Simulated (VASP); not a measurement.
**La2ZnIrO6 with LDA: from relaxation to properties**

Aim: relax La2ZnIrO6, then compute properties on the relaxed cell. The steps: full relaxation (LDA), second relaxation, density, ELF and potential (LDA), band structure (LDA), total and projected DOS (LDA), optical spectrum (LDA), bands along the symmetry lines (TB-mBJ) and bands along the symmetry lines (LDA), changed input. The start is a computed cell from the Materials Project.

Calculated with VASP 6.6.1; LDA, no spin polarisation; plane waves and PAW (La, Zn, Ir, O).

### 1. The structure

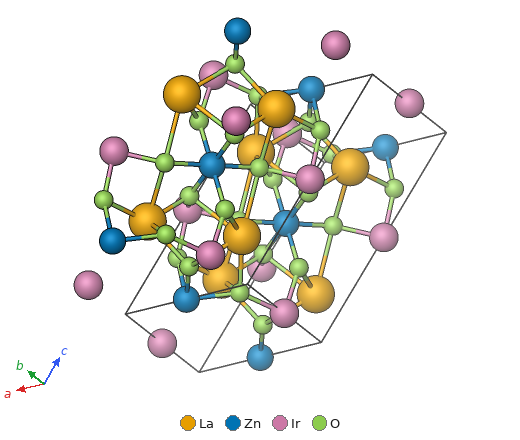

The cell as given, from a free direction (lanthanum orange, zinc blue, iridium pink, oxygen green). 1×2×1 cells are drawn. Bonds to atoms that aren't drawn are left out. Some periodic images of atoms are drawn too.

### 2. Full relaxation (LDA)

Properties are meant for the cell that this level of theory prefers, so cell and atoms are relaxed first (ISIF = 3) until forces and stress are small; EDIFFG sets the threshold. LDA, the lowest rung, knows the local density alone.

The input, INCAR:

```
SYSTEM = La2ZnIrO6
PREC = Accurate
ENCUT = 520
EDIFF = 1E-06
NELM = 100
ISMEAR = 0
SIGMA = 0.05
LREAL = .FALSE.
ALGO = Normal
GGA = CA
NBANDS = 99
LASPH = .TRUE.
LORBIT = 11
LWAVE = .FALSE.
LCHARG = .FALSE.
KPAR = 8
IBRION = 2
NSW = 60
ISIF = 3
EDIFFG = -0.01
```

The input, POSCAR:

```
La2ZnIrO6
1.0
    5.5901620000      0.0000000000      0.0000000000
    0.0000000000      5.8228540000      0.0000000000
   -5.5769630000      0.0000000000      7.9705420000
La Zn Ir O
4 2 2 12
Direct
    0.7340250000      0.5595180000      0.2489770000
    0.2659750000      0.0595180000      0.2510230000
    0.7340250000      0.9404820000      0.7489770000
    0.2659750000      0.4404820000      0.7510230000
    0.5000000000      0.5000000000      0.5000000000
    0.5000000000      0.0000000000      0.0000000000
    0.0000000000      0.5000000000      0.0000000000
    0.0000000000      0.0000000000      0.5000000000
    0.8492930000      0.5280680000      0.7534780000
    0.1507070000      0.0280680000      0.7465220000
    0.1507070000      0.4719320000      0.2465220000
    0.8492930000      0.9719320000      0.2534780000
    0.6527960000      0.8021800000      0.4498040000
    0.3472040000      0.3021800000      0.0501960000
    0.3472040000      0.1978200000      0.5501960000
    0.6527960000      0.6978200000      0.9498040000
    0.7579390000      0.2089120000      0.9481210000
    0.2420610000      0.7089120000      0.5518790000
    0.2420610000      0.7910880000      0.0518790000
    0.7579390000      0.2910880000      0.4481210000
```

The input, KPOINTS:

```
Automatic mesh
0
Gamma
6 5 4
0 0 0
```

The projector-augmented-wave data sets are La, Zn, Ir and O (LDA family, release 64).

Run with:

```console
> mpirun -np 8 vasp_std
```

Log:

```text
[banner, memory and clock lines left out]
running    8 mpi-ranks, on    1 nodes
 distrk:  each k-point on    1 cores,    8 groups
 distr:  one band on    1 cores,    1 groups

 POSCAR found type information on POSCAR LaZnIrO
 POSCAR found :  4 types and      20 ions
|                                                                             |
|           W    W    AA    RRRRR   N    N  II  N    N   GGGG   !!!           |
|           W    W   A  A   R    R  NN   N  II  NN   N  G    G  !!!           |
|           W    W  A    A  R    R  N N  N  II  N N  N  G       !!!           |
|           W WW W  AAAAAA  RRRRR   N  N N  II  N  N N  G  GGG   !            |
|           WW  WW  A    A  R   R   N   NN  II  N   NN  G    G                |
|           W    W  A    A  R    R  N    N  II  N    N   GGGG   !!!           |
|                                                                             |
|     For optimal performance we recommend to set                             |
|       NCORE = 2 up to number-of-cores-per-socket                            |
|     NCORE specifies how many cores store one orbital (NPAR=cpu/NCORE).      |
|     This setting can greatly improve the performance of VASP for DFT.       |
|     The default, NCORE=1 might be grossly inefficient on modern             |
|     multi-core architectures or massively parallel machines. Do your        |
|     Unfortunately you need to use the default for GW and RPA                |
|     calculations (for HF NCORE is supported but not extensively tested      |
|     yet).                                                                   |
|                                                                             |

|                                                                             |
|               ----> ADVICE to this user running VASP <----                  |
|                                                                             |
|     You have a (more or less) 'large supercell' and for larger cells it     |
|     might be more efficient to use real-space projection operators.         |
|     Therefore, try LREAL= Auto in the INCAR file.                           |
|     Mind: For very accurate calculation, you might also keep the            |
|     reciprocal projection scheme (i.e. LREAL=.FALSE.).                      |
|                                                                             |

 LDA part: xc-table for (Slater(with rela. corr.)+CA(PZ))
 , standard interpolation
 POSCAR, INCAR and KPOINTS ok, starting setup
 FFT: planning ... GRIDC
 FFT: planning ... GRID_SOFT
 FFT: planning ... GRID
 WAVECAR not read
 entering main loop
       N       E                     dE             d eps       ncg     rms          rms(c)
DAV:   1     0.231144012423E+04    0.23114E+04   -0.59269E+04  9024   0.254E+03
DAV:   2     0.702045015553E+03   -0.16094E+04   -0.14690E+04  9108   0.653E+02
DAV:   3     0.846654839407E+02   -0.61738E+03   -0.55770E+03  9207   0.310E+02
DAV:   4    -0.140364253785E+03   -0.22503E+03   -0.21331E+03 12993   0.153E+02
DAV:   5    -0.181063386714E+03   -0.40699E+02   -0.39610E+02 15372   0.750E+01    0.505E+01
DAV:   6    -0.163878879346E+03    0.17185E+02   -0.28367E+02 14472   0.726E+01    0.286E+01
DAV:   7    -0.160561946214E+03    0.33169E+01   -0.51649E+01 14848   0.499E+01    0.136E+01
DAV:   8    -0.161371603030E+03   -0.80966E+00   -0.14430E+01 14360   0.269E+01    0.463E+00
DAV:   9    -0.161258922790E+03    0.11268E+00   -0.25402E+00 12504   0.208E+01    0.313E+00
DAV:  10    -0.161354340348E+03   -0.95418E-01   -0.12492E+00 16120   0.472E+00    0.155E+00
DAV:  11    -0.161361866497E+03   -0.75261E-02   -0.10878E-01 16312   0.164E+00    0.141E+00
DAV:  12    -0.161363795344E+03   -0.19288E-02   -0.19054E-02 15560   0.949E-01    0.838E-01
DAV:  13    -0.161359936954E+03    0.38584E-02   -0.21767E-02 14096   0.169E+00    0.472E-01
DAV:  14    -0.161360339719E+03   -0.40277E-03   -0.80350E-03 15240   0.429E-01    0.376E-01
DAV:  15    -0.161360146665E+03    0.19305E-03   -0.97145E-04 15968   0.155E-01    0.287E-01
DAV:  16    -0.161359968502E+03    0.17816E-03   -0.35206E-04 14272   0.198E-01    0.211E-01
DAV:  17    -0.161359912962E+03    0.55540E-04   -0.45369E-04 15848   0.124E-01    0.824E-02
DAV:  18    -0.161359912154E+03    0.80728E-06   -0.77513E-05 14000   0.633E-02    0.445E-02
DAV:  19    -0.161359910662E+03    0.14924E-05   -0.92450E-05 14880   0.590E-02    0.158E-02
DAV:  20    -0.161359910852E+03   -0.19011E-06   -0.14447E-05 12368   0.305E-02    0.927E-03
DAV:  21    -0.161359909781E+03    0.10716E-05   -0.24381E-06  7272   0.244E-02    0.475E-03
DAV:  22    -0.161359910629E+03   -0.84838E-06   -0.10852E-05 12176   0.182E-02    0.428E-03
DAV:  23    -0.161359910176E+03    0.45273E-06   -0.23078E-06  7360   0.194E-02
   1 F= -.16135991E+03 E0= -.16134749E+03  d E =-.161360E+03
 curvature:   0.00 expect dE= 0.000E+00 dE for cont linesearch  0.000E+00
 trial: gam= 0.00000 g(F)=  0.240E-01 g(S)=  0.247E+01 ort = 0.000E+00 (trialstep = 0.100E+01)
 search vector abs. value=  0.250E+01
 bond charge predicted
       N       E                     dE             d eps       ncg     rms          rms(c)
DAV:   1    -0.176207598226E+03   -0.14848E+02   -0.46867E+02 10916   0.143E+02    0.377E+01
DAV:   2    -0.163859233418E+03    0.12348E+02   -0.96153E+01 12038   0.128E+02    0.161E+01
DAV:   3    -0.160990454158E+03    0.28688E+01   -0.28465E+01 12192   0.527E+01    0.694E+00
DAV:   4    -0.161029808521E+03   -0.39354E-01   -0.78732E+00 13168   0.165E+01    0.527E+00
DAV:   5    -0.161030995882E+03   -0.11874E-02   -0.90279E-01 14128   0.561E+00    0.377E+00
DAV:   6    -0.160948454568E+03    0.82541E-01   -0.36261E-01 11792   0.136E+01    0.164E+00
DAV:   7    -0.160993475726E+03   -0.45021E-01   -0.59928E-01 14808   0.303E+00    0.133E+00
DAV:   8    -0.160998200248E+03   -0.47245E-02   -0.64193E-02 14400   0.152E+00    0.106E+00
DAV:   9    -0.160999394566E+03   -0.11943E-02   -0.11927E-02 16616   0.497E-01    0.116E+00
DAV:  10    -0.161019511585E+03   -0.20117E-01   -0.14767E-02 14712   0.145E+00    0.153E+00
DAV:  11    -0.161047072154E+03   -0.27561E-01   -0.26826E-02 14848   0.156E+00    0.219E+00
DAV:  12    -0.161060886938E+03   -0.13815E-01   -0.98446E-03 12056   0.140E+00    0.291E+00
DAV:  13    -0.161046412173E+03    0.14475E-01   -0.63469E-03 14048   0.707E-01    0.267E+00
DAV:  14    -0.161040947305E+03    0.54649E-02   -0.20774E-03 15328   0.256E-01    0.259E+00
DAV:  15    -0.161037611664E+03    0.33356E-02   -0.21223E-04 12704   0.284E-01    0.248E+00
DAV:  16    -0.161024179121E+03    0.13433E-01   -0.42951E-03 13384   0.780E-01    0.226E+00
DAV:  17    -0.161015495465E+03    0.86837E-02   -0.58538E-03 15248   0.528E-01    0.212E+00
DAV:  18    -0.161015346413E+03    0.14905E-03   -0.10114E-03 13264   0.158E-01    0.213E+00
DAV:  19    -0.161014931871E+03    0.41454E-03   -0.99900E-05 16032   0.600E-02    0.211E+00
DAV:  20    -0.161012872601E+03    0.20593E-02   -0.13933E-04 14360   0.140E-01    0.208E+00
DAV:  21    -0.161010266137E+03    0.26065E-02   -0.19474E-04 11784   0.252E-01    0.201E+00
DAV:  22    -0.161000318435E+03    0.99477E-02   -0.39843E-03 12896   0.833E-01    0.176E+00
DAV:  23    -0.160992527911E+03    0.77905E-02   -0.64784E-03 14328   0.797E-01    0.149E+00
DAV:  24    -0.160989542501E+03    0.29854E-02   -0.31356E-03 13616   0.444E-01    0.136E+00
DAV:  25    -0.160979015414E+03    0.10527E-01   -0.87465E-03 12440   0.156E+00    0.866E-01
DAV:  26    -0.160974002038E+03    0.50134E-02   -0.15766E-02 13392   0.144E+00    0.455E-01
DAV:  27    -0.160973934147E+03    0.67891E-04   -0.87448E-03 13960   0.559E-01    0.296E-01
DAV:  28    -0.160974108381E+03   -0.17423E-03   -0.16798E-03 14320   0.192E-01    0.280E-01
DAV:  29    -0.160974057805E+03    0.50575E-04   -0.10274E-04 14160   0.993E-02    0.266E-01
DAV:  30    -0.160973809121E+03    0.24868E-03   -0.26237E-04 10616   0.351E-01    0.244E-01
DAV:  31    -0.160973754378E+03    0.54743E-04   -0.19096E-04 12744   0.171E-01    0.245E-01
DAV:  32    -0.160973759584E+03   -0.52062E-05   -0.15546E-04 12912   0.509E-02    0.241E-01
DAV:  33    -0.160973755190E+03    0.43937E-05   -0.22141E-05 11432   0.242E-02    0.238E-01
DAV:  34    -0.160973751792E+03    0.33985E-05   -0.34397E-06  7656   0.333E-02    0.240E-01
DAV:  35    -0.160973775443E+03   -0.23651E-04   -0.50182E-05  8888   0.144E-01    0.255E-01
DAV:  36    -0.160973843075E+03   -0.67632E-04   -0.49638E-05  8640   0.124E-01    0.278E-01
DAV:  37    -0.160973886133E+03   -0.43058E-04   -0.25446E-05 10912   0.193E-02    0.283E-01
DAV:  38    -0.160973891439E+03   -0.53057E-05   -0.22288E-06  6592   0.143E-02    0.284E-01
DAV:  39    -0.160973866359E+03    0.25080E-04   -0.76223E-07  6560   0.167E-02    0.282E-01
DAV:  40    -0.160973866522E+03   -0.16375E-06   -0.84515E-07  5600   0.703E-03
   2 F= -.16097387E+03 E0= -.16096282E+03  d E =0.386044E+00
[... from here on, the cycles between the ionic steps are left out ...]
   3 F= -.16195104E+03 E0= -.16193919E+03  d E =-.591132E+00
   4 F= -.16195266E+03 E0= -.16194083E+03  d E =-.592748E+00
   5 F= -.16199168E+03 E0= -.16198006E+03  d E =-.390191E-01
   6 F= -.16199413E+03 E0= -.16198259E+03  d E =-.414758E-01
   7 F= -.16200539E+03 E0= -.16199400E+03  d E =-.112570E-01
   8 F= -.16201376E+03 E0= -.16200272E+03  d E =-.196307E-01
   9 F= -.16201381E+03 E0= -.16200278E+03  d E =-.196728E-01
  10 F= -.16201526E+03 E0= -.16200415E+03  d E =-.145441E-02
  11 F= -.16201526E+03 E0= -.16200415E+03  d E =-.145588E-02
  12 F= -.16201629E+03 E0= -.16200512E+03  d E =-.102373E-02
  13 F= -.16201734E+03 E0= -.16200609E+03  d E =-.207936E-02
  14 F= -.16201753E+03 E0= -.16200623E+03  d E =-.226413E-02
  15 F= -.16201808E+03 E0= -.16200680E+03  d E =-.549252E-03
  16 F= -.16201841E+03 E0= -.16200715E+03  d E =-.878298E-03
  17 F= -.16201833E+03 E0= -.16200711E+03  d E =-.799287E-03
  18 F= -.16201849E+03 E0= -.16200726E+03  d E =-.964933E-03
  19 F= -.16201848E+03 E0= -.16200726E+03  d E =-.955802E-03
  20 F= -.16201849E+03 E0= -.16200726E+03  d E =-.965778E-03
  21 F= -.16201849E+03 E0= -.16200726E+03  d E =-.967507E-03
 curvature:  -2.00 expect dE=-0.328E-03 dE for cont linesearch -0.491E-06
 trial: gam= 0.21922 g(F)=  0.141E-03 g(S)=  0.232E-04 ort =-0.239E-04 (trialstep = 0.768E+00)
 search vector abs. value=  0.265E-03
 bond charge predicted
       N       E                     dE             d eps       ncg     rms          rms(c)
DAV:   1    -0.162018444538E+03    0.50090E-04   -0.29566E-02 11076   0.784E-01    0.809E-02
DAV:   2    -0.162018591995E+03   -0.14746E-03   -0.25400E-03 12495   0.437E-01    0.618E-02
DAV:   3    -0.162018595484E+03   -0.34892E-05   -0.31829E-04 11720   0.184E-01    0.266E-02
DAV:   4    -0.162018598973E+03   -0.34893E-05   -0.16535E-04 14928   0.563E-02    0.134E-02
DAV:   5    -0.162018598111E+03    0.86210E-06   -0.23179E-05 14576   0.233E-02    0.801E-03
DAV:   6    -0.162018597594E+03    0.51700E-06   -0.17871E-06  6688   0.117E-02
  22 F= -.16201860E+03 E0= -.16200736E+03  d E =-.103110E-03
 trial-energy change:   -0.000103  1 .order   -0.000098   -0.000122   -0.000073
 step:   1.3029(harm=  1.9291)  dis= 0.00123  next Energy=  -162.018625 (dE=-0.131E-03)
 reached required accuracy - stopping structural energy minimisation
```

Run time: 46 min. Hardware: 8 MPI ranks of Intel Xeon 6975P-C (Granite Rapids), shared host; peak memory 7.8 GiB.

Lines that name or quote the potential files are left out of all logs, and their timing lines are given in words.

(Part 1 of 7 ends here.)

[Lines on the potential files, build, host, timing and source positions are cut from VASP's logs without a mark.]

[Logs are printed without paths, hosts, clocks, repeated set-up lines and the standing remarks that a program may print on its own settings, such as how far it seeks lower states.]

[Hosts, paths, dates, database ids (printed as entryN), source tags and the programs' standing remarks are cut or masked in the printed files.]

[A measured line is paired with the nearest computed mode of its activity, which favours agreement.]

[In band tables of VASP the shares of atoms and orbitals are scaled to a sum of 1 inside the atoms' spheres.]
